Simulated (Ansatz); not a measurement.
**H$_{3}$O···CH$_{3}$I (charge +1): density, localisation and related maps**

Input

```
crystal:
  periodic: [false, false, false]
  atoms:
    - {symbol: O, position_ang: [-0.024386, -0.204067, -2.164652]}
    - {symbol: H, position_ang: [-0.002876, 0.377536, -1.241391]}
    - {symbol: H, position_ang: [0.774812, -0.082964, -2.704939]}
    - {symbol: H, position_ang: [-0.824383, -0.042813, -2.693180]}
    - {symbol: C, position_ang: [0.012548, -0.202361, 1.907887]}
    - {symbol: I, position_ang: [0.037007, 1.452625, 0.549166]}
    - {symbol: H, position_ang: [0.016594, 0.246994, 2.896672]}
    - {symbol: H, position_ang: [-0.899387, -0.760454, 1.723676]}
    - {symbol: H, position_ang: [0.909969, -0.784498, 1.726859]}
basis:
  gaussian: {orbitals: "def2-TZVPPD.json"}
total_charge: 1
hamiltonian: {xc: pbe0, dispersion: d4}
output: {orbitals: {seedname: orbitals}}
```

Launched as:

```sh
ansatz run in.yaml --threads 4 --pin off --events-out ev --progress --plain --max-ram 9574MiB
```

Geometry: PBE0-D4/def2-TZVP; core potentials replace the inner electrons of I.

Method: Ansatz 0.2.0, RKS PBE0-D4/def2-TZVPPD.

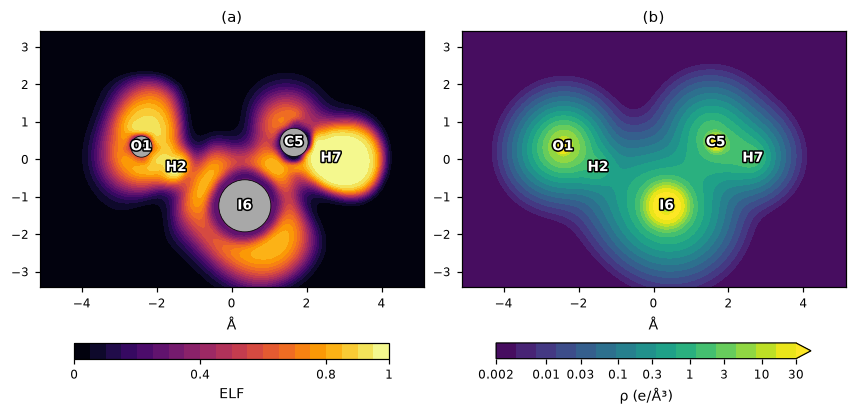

Figure 1. (a) electron localisation function; (b) electron density on the plane of atoms I6, C5 and H7. Grey discs cover the atomic cores in the ELF map.

### Interpret the plot.

- The plane passes through O, H, C and I nuclei.
- I6···H2 (2.09 Å): the density falls to about 0.4 e/Å³ on the way; the ELF climbs to about 0.85 towards the hydrogen, as it does in any bond to H.
- C–I (2.14 Å): ρ is about 0.84 e/Å³ halfway; the ELF peaks at about 0.85 between the atoms (a shared electron pair).
- C–H (1.09 Å): ρ at the midpoint is about 2.1 e/Å³; the ELF climbs to about 1 towards the hydrogen; an ordinary covalent bond to hydrogen.
- The ELF also peaks beside I6 and O1, away from the bonds: lone-pair regions.

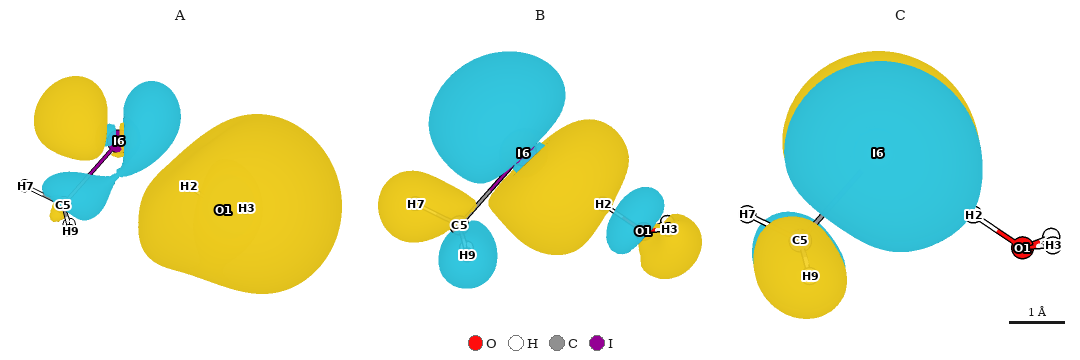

Figure 2. Three frontier orbitals at ±0.05 Å⁻³ᐟ² (yellow and cyan are the two phases), in no order.

### Order the three orbitals by energy and name them.

B is the HOMO−1 (−12.94 eV). By Hirshfeld shares it lies mainly on I6 (about 75 %), H2 (about 10 %) and O1 (about 5 %); largely a lone pair of I6. C is the HOMO (−12.22 eV). It lies mainly on I6 (about 90 %); largely a lone pair of I6. A is the LUMO (−5.49 eV). It lies mainly on H4 (about 30 %), H3 (about 30 %), O1 (about 15 %), I6 (about 15 %) and H2 (about 5 %).

### What is the HOMO–LUMO gap?

6.73 eV between the orbital energies.

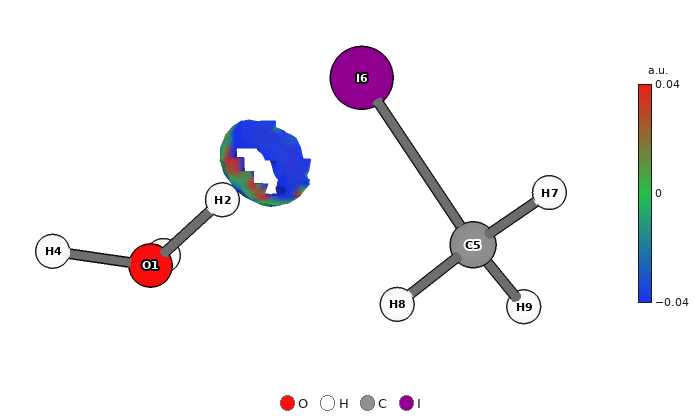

Figure 3. Non-covalent interaction (NCI) plot: the surface where the reduced density gradient is 0.5, for densities under 0.05 a.u., coloured by sign(λ₂)ρ; seen at an oblique angle.

### Identify the weak interactions.

H2···I6 (2.1 Å): an attractive contact (blue).
